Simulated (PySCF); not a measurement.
C2H10O3Si2, SMILES O[Si](O)(O)CC[SiH3], singlet at its GFN2-xTB optimised geometry (Å):

```
17

Si    -1.8763     1.2841     0.0783
C     -1.0873    -0.4415     0.1601
C      0.4355    -0.4018     0.0000
Si     1.2303    -2.1232     0.0000
O      0.6052    -2.8382    -1.3325
O      0.9614    -2.9891     1.3511
O      2.8583    -2.1232     0.0000
H     -1.5743     1.9053    -1.2140
H     -3.3284     1.1676     0.2394
H     -1.3359     2.1232     1.1524
H     -1.3367    -0.9169     1.1118
H     -1.5046    -1.0798    -0.6202
H      0.6752     0.1159    -0.9296
H      0.8637     0.1992     0.8042
H      0.8373    -3.7413    -1.5352
H      0.0724    -3.0790     1.6796
H      3.3284    -1.6594    -0.6853
```

Computed with PySCF 2.14.0 with CAM-B3LYP/def2-SVP. Cells within 0.4 Å of a nucleus heavier than hydrogen are left out (blank, or x).

Map of the deformation density (molecule minus spherical neutral atoms) (e/bohr³) on the plane z = 0.0 Å:

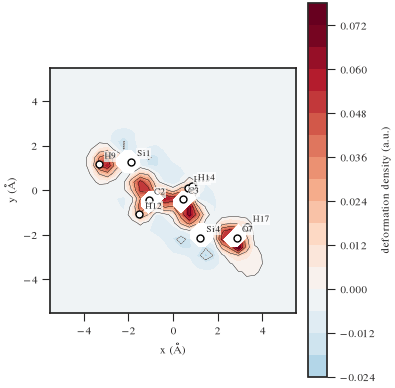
Figure: Deformation density (molecule minus spherical neutral atoms) (e/bohr³) on the plane z = 0.0 Å.
